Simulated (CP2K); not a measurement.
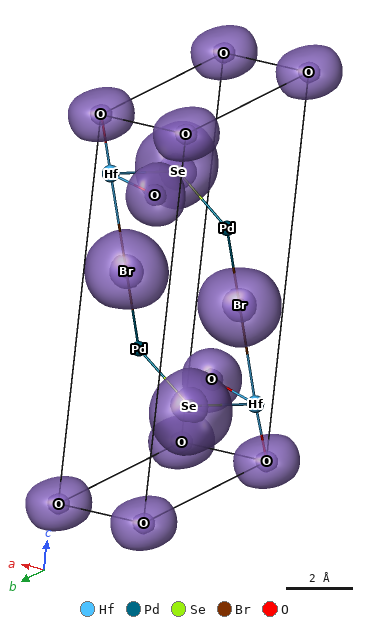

Figure. Hf₂Pd₂Se₂Br₂O₃. Isosurface of the electron localisation function at 0.65 (purple), seen at an oblique angle. Core shells and regions of very low density are left out. Sticks mark near contacts.

Space group P1; a generated structure, not necessarily the stable one; changed on purpose from its base cell (atoms moved at random by about 0.05 A); not relaxed (largest force 1.0 eV/Å).

Method: Kohn-Sham DFT of a periodic cell, PBE, GTH-PBE with UZH-TZVP basis (CP2K).

In a pseudopotential calculation such maps are meaningful between the atoms, not at the nuclei.

### Describe the localisation domains.

The surface consists of two regions wrapped around Br (the valence shell of each), three regions wrapped around O (the valence shell of each) and two regions wrapped around Se (the valence shell of each), counted in one cell of 11 atoms. Regions shared between cells count once.

Values along the shortest contacts:
Hf–O (1.93 Å): the ELF peaks at about 0.85 in the valence shell of O, 0.6 Å from its nucleus, and drops to about 0.25 between the two atoms; no localised pair shows between them. Pd–Se (2.43 Å): the ELF is about 0.40 at the midpoint.
